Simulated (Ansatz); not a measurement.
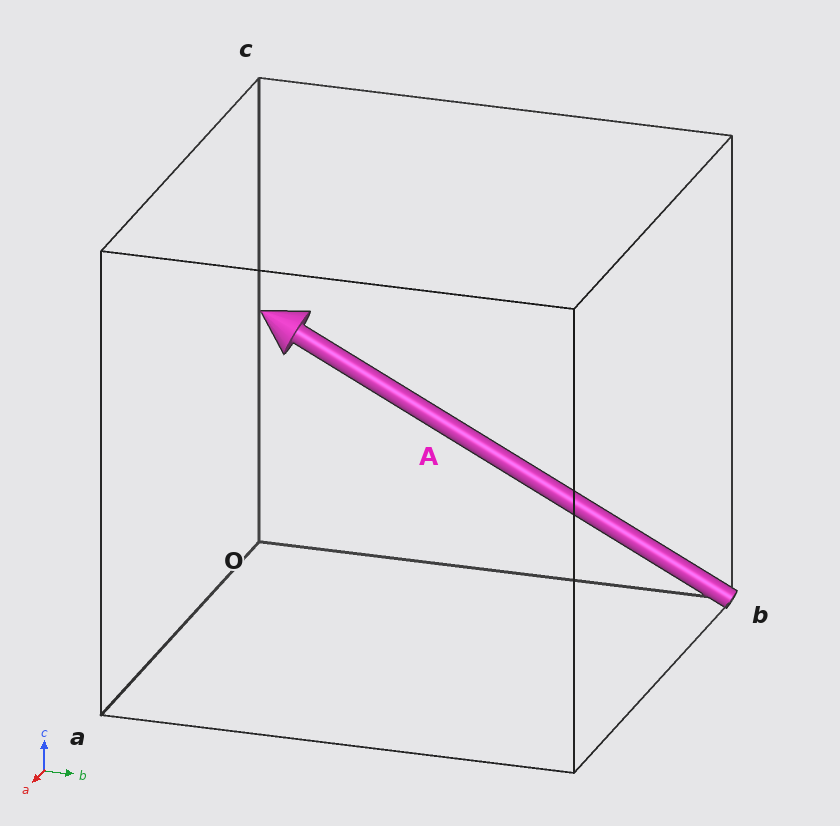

The arrow starts at a corner of the unit cell and ends on its surface; where a tip isn't a corner, dashed lines run from it parallel to the axes. Crystal: Ge, the geometry relaxed with DFT, PBE, PAW with Ansatz's default frozen-core files, scalar-relativistic (Ansatz 0.2.0); the starting structure was generated, so it need not be a known form of this composition. Geometry calculated from the standardised cell; symmetry tolerance 0.002 Å.

a = 5.761 Å, b = 5.761 Å, c = 5.761 Å, α = 90.00°, β = 90.00°, γ = 90.00°.

> Index the direction.

Arrow A runs from (0, 1, 0) to (0, 0, 1/2), so [0 −2 1].

> How long is the vector ua + vb + wc?

12.883 Å.

> In No. 227, Fd-3m, origin choice 1, how many directions are equivalent to A (Laue class m-3m, both senses counted)?

24.
